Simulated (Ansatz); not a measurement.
**C₃H₆BF: one species, many methods**

How much do the methods differ for C₃H₆BF? The plan is to run it at one geometry with functionals of several rungs and with coupled cluster, and see how far each lands from CCSD(T) at the basis-set limit for the atomisation energy.

The runs use Ansatz 0.2.0, Gaussian basis; functionals in def2-TZVPP, the program's frozen cores in correlated methods.

Levels to be run: PBE-D4, r2SCAN-D4, PBE0-D4, B3LYP-D4, ωB97X-V, ωB97M-V, B2PLYP; CCSD(T)/def2-TZVPP; MP2/def2-QZVPP; extrapolation to the limit.

## (1) The geometry

All runs share one geometry, relaxed beforehand with PBE0-D4 in a triple-zeta def2 set.

SMILES `C[C@H]1B[C@@H]1F`, 11 atoms, charge 0, spin multiplicity 1.

Atoms are counted from 1 here; the program's logs count them from 0.

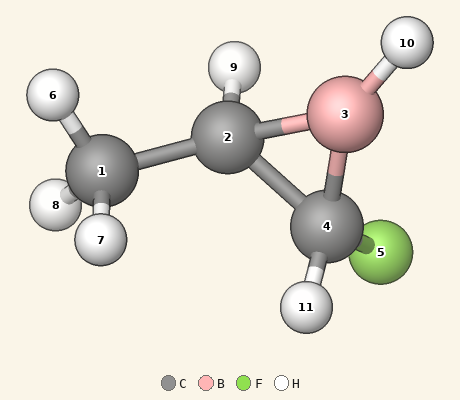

The structure; carbon grey, boron pink, fluorine green, hydrogen white; atoms are numbered from 1 in the order of the file.

## (2) PBE-D4 (GGA)

Contents of in.yaml:

```yaml
crystal:
  periodic: [false, false, false]
  atoms:
    - {symbol: C, position_ang: [-1.286981, 0.106971, 0.678373]}
    - {symbol: C, position_ang: [-0.007314, 0.383639, -0.061645]}
    - {symbol: B, position_ang: [1.503637, 0.282005, 0.160516]}
    - {symbol: C, position_ang: [0.787337, -0.688297, -0.769233]}
    - {symbol: F, position_ang: [0.899590, -0.725622, -2.140186]}
    - {symbol: H, position_ang: [-1.501048, 0.893730, 1.405254]}
    - {symbol: H, position_ang: [-1.214169, -0.837146, 1.222726]}
    - {symbol: H, position_ang: [-2.136220, 0.033808, -0.005279]}
    - {symbol: H, position_ang: [-0.022379, 1.332003, -0.626747]}
    - {symbol: H, position_ang: [2.480548, 0.840890, 0.528503]}
    - {symbol: H, position_ang: [0.562499, -1.679082, -0.371683]}
basis:
  gaussian: {orbitals: def2-TZVPP}
hamiltonian: {xc: pbe, dispersion: d4}
output: {forces: true, orbitals: {seedname: orbitals}}
```

The run is started by

```
> ansatz run in.yaml --threads 4 --pin off --events-out ev --progress --plain --max-ram 10444MiB
```

The runs that follow: r2SCAN-D4 (meta-GGA); PBE0-D4 (hybrid); B3LYP-D4 (hybrid); ωB97X-V (range-separated); ωB97M-V (range-separated); B2PLYP (double hybrid); CCSD(T) in def2-TZVPP; MP2 in def2-QZVPP.

Before running them: what should the planned runs give, taken together? Wanted: atomisation energy, CCSD(T)/CBS; farthest; mean size of error, hybrid; mean size of error, range-separated; gap, smallest and largest; T1 diagnostic; triples share of the correlation energy.

The runs gave:

| quantity | value |
| --- | --- |
| atomisation energy, CCSD(T)/CBS | 44.223 eV |
| functionals within 0.221 eV (0.5 %) | B2PLYP |
| farthest | PBE-D4 (+1.512 eV) |
| mean size of error, hybrid | 0.495 eV |
| mean size of error, range-separated | 0.377 eV |
| gap, smallest and largest | 3.36 eV (PBE-D4), 10.42 eV (ωB97X-V) |
| T1 diagnostic | 0.0117 |
| triples share of the correlation energy | 3.7 % |

**Reading.** PBE-D4 is off by +1.512 eV. Double hybrids carry the basis error of their MP2 part in triple zeta, and no dispersion term here, so their miss is partly the set-up's. The reference freezes the cores and leaves out relativity and excitations past (T), so misses under about 0.221 eV can't be ranked. Hartree-Fock recovers 75 % of the binding; the rest is correlation. The gap grows from 3.4 to 10.4 eV across the functionals, mostly with the share of exact exchange.
